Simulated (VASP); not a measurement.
Band structure of CsPbBr$_{3}$ (space group Pnma). All values below come from PBE GGA, VASP's PBE PAW potentials (set 64) (plane waves; VASP).

Unless said otherwise, spin-orbit coupling is left out, though it shifts the bands of the heavy elements here.

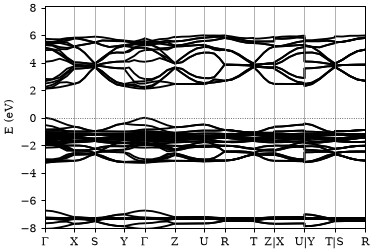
Fig. 1. Bands along high-symmetry lines, zero at the valence-band maximum or, without a gap, the Fermi level

Problem. Read the plot: is there a gap, and where are the band edges?

Solution. The gap is direct, 2.11 eV, from the valence maximum at Γ to the conduction minimum at Γ.

The structure comes from a computed database's CsPbBr3 entry; how it stands against other phases isn't given here. The cell was not relaxed at this level. The k-mesh is coarse (spacing up to 0.52 per Å, 2π included), so the numbers may not be converged in it.
